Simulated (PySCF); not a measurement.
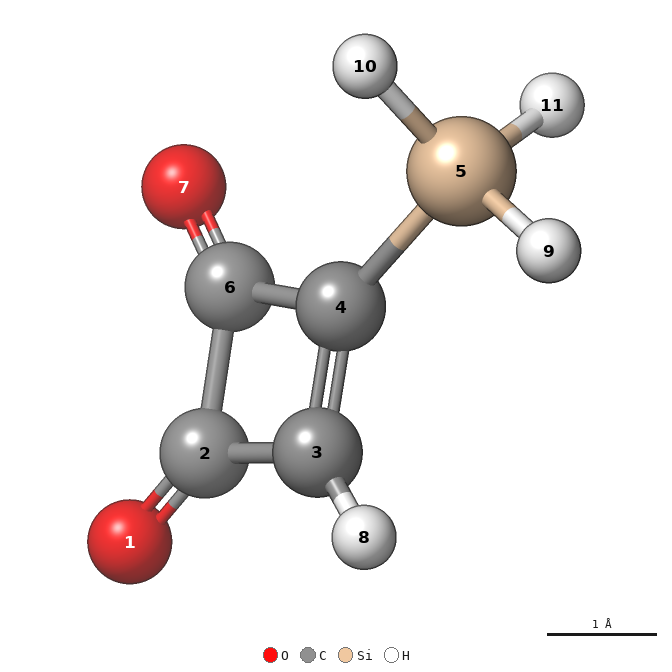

The view is orthographic, and the bar gives the scale. The geometry was computed by an optimisation with GFN2-xTB. No frequency run is at hand to confirm it as a minimum.

Write Cartesian coordinates in Å in the frame of the picture: x to the right, y up, z towards the viewer, origin at the mean of the atomic positions.

```xyz
11
C4H4O2Si
O   -1.90  -2.18  -1.49
C   -1.21  -1.36  -0.95
C   -0.17  -1.35   0.11
C    0.04  -0.01   0.05
Si   1.15   1.23   0.92
C   -0.98   0.17  -1.04
O   -1.40   1.09  -1.66
H    0.26  -2.13   0.71
H    1.96   0.50   1.90
H    0.27   2.20   1.57
H    1.99   1.84  -0.11
```
